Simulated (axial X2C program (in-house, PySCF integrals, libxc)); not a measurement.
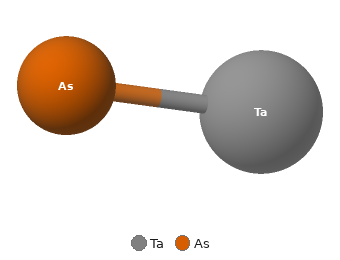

Fig. 1: The molecule at the reference distance of 2.255 Å.

**TaAs: relativistic diatomic calculation**

System: TaAs, single determinant with Ω = 1. The distance is the PBE0 minimum at charge 0.
Method: expectation values, HF and Kohn-Sham, two-component X2C with atomic mean-field Coulomb and Gaunt terms, Ta dyall-cv3z, As dyall-cv3z (cores contracted) (axial X2C program (in-house, PySCF integrals, libxc)).

## The input
```
{"zs": [73, 33], "q": 0, "bas": ["dyall-cv3z", "dyall-cv3z"], "r0": 2.67, "levels": ["PBE0", "HF", "PBE", "BP86", "PBE50"], "nst": 3}
```

The line is the task of a batch: nuclear charges, charge, bases, the levels to run, a first guess of the distance and further settings. This report covers the levels named above. The log is that of the reference distance, started from orbitals converged before.

Launched within a batch (the task file carries these settings):
```bash
python <driver script> task.json out
```

## Log
```
two-component X2C + atomic mean field  PBE0
basis functions 288  fitting functions 1494  grid points 5803
iter        total energy     max residual
   1     -17863.339872457     1.22e-05
   2     -17863.339872471     2.08e-05
   3     -17863.339872482     1.17e-05
   4     -17863.339872488     6.38e-06
   5     -17863.339872504     3.61e-06
   6     -17863.339872512     2.28e-06
   7     -17863.339872513     7.76e-07
converged
one-electron -25675.73340216  Coulomb 7665.89412442  exact exchange -99.50797550  xc functional -305.15669669  nuclear repulsion 565.31614240  atomic mean-field constant -14.15206498
```

## Expectation values by level of theory

| quantity | PBE0 | HF | PBE | BP86 | PBE50 |
| --- | --- | --- | --- | --- | --- |
| effective field for an electron dipole moment (GV/cm) | 24.3 | 36.8 | 20.5 | 20.3 | 28.4 |
| field gradient at the first nucleus (a.u.) | −2.72 | −4.65 | −3.11 | −3.13 | −2.72 |
| field gradient at the second nucleus (a.u.) | −1.65 | −4.11 | −1.33 | −1.32 | −2.20 |
| A∥/gI, first nucleus (MHz) | −2230 | −2650 | −1940 | −2080 | −2560 |
| A∥/gI, second nucleus (MHz) | −168 | −255 | −128 | −122 | −217 |

Each column comes from one determinant with 2 or more unpaired spinors, which can mix states, in a basis with contracted cores. The levels disagree widely: A∥/gI at the second nucleus runs from −255 to −122 MHz and the field gradient at the second nucleus runs from −4.11 to −1.32 a.u. They may not all have settled in the same state, and these values aren't reliable properties of the molecule.

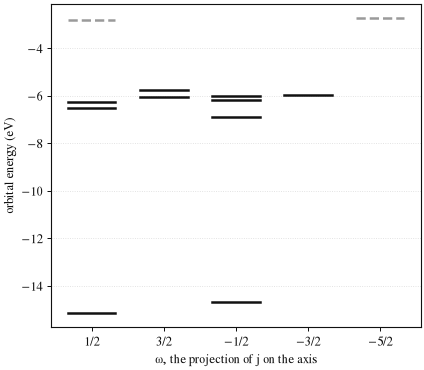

Fig. 2: Orbital energies (PBE0) near the frontier at 2.25 Å, filled (solid) and empty (dashed). The highest filled spinor (3/2; 58 % Ta d, 34 % As p) lies at −5.74 eV, the lowest empty one (1/2; 54 % Ta s, 24 % Ta d) at −2.80 eV.

## Results in brief

```
   quantity                                                                 value
    outcome                       converged; the levels of theory disagree widely
   hardware  1 thread of Arm Neoverse N1, 98 GiB of memory available, shared host
  wall time                                                                  19 s
peak memory                                                              0.69 GiB
```
